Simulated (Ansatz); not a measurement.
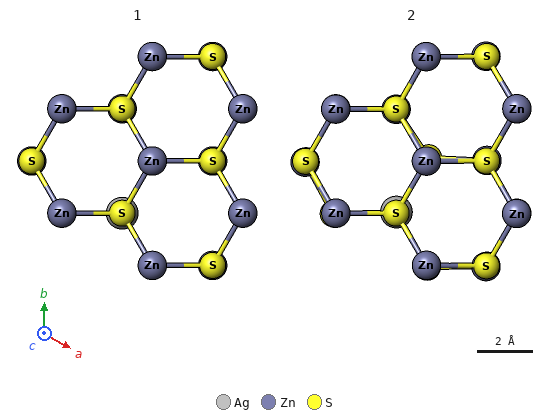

Two geometries of a defect cell of composition Zn₂₃AgS₂₄ (cell charge −1), drawn at one scale. One is the start of a relaxation, the other its converged end. A ball-and-stick model of the atoms within 5.8 Å of the atom that moves most (axes of the cell of the calculation (origin shifted)), seen along the c axis.

Level of theory: DFT, PBE, plane-wave PAW, default files, scalar-relativistic (Ansatz 0.2.0). (plane-wave cutoff 420 eV; k-point mesh 3 × 2 × 2; occupations fermi dirac; smearing width 0.01 eV; no spin polarisation; atoms relaxed in a fixed cell; force threshold 0.03 eV/Å; at most 40 steps)

Which one is relaxed?

Structure 2 is the relaxed one. Over 4 geometry steps the energy falls by 0.737 eV per cell of the calculation. The largest force component goes from 1.7 to 0.028 eV/Å. An S atom moves most: 0.17 Å along [2 2 −1]. By element the largest moves are S 0.17 Å, Ag 0.10 Å, Zn 0.06 Å. The lattice vectors keep their values. Some distances before and after: Ag–S 2.314 → 2.473 Å, S–Zn 2.400 → 2.281 Å, S–Zn 2.400 → 2.324 Å, Ag–S 2.400 → 2.459 Å. Bond angles that change, for instance: Ag–S–Zn 110.9° → 104.0°, Ag–S–Zn 110.9° → 105.7°, S–Ag–S 110.9° → 106.0°. Cost: 6.4 min on 4 threads of Arm Neoverse V1, on a shared host, peak memory 5.8 GiB.

Limits of the set-up: the periodic images lie only 7.6 Å apart, so the values are limited by the cell's size; the cell is charged, on a uniform background, and energies carry no finite-size correction.
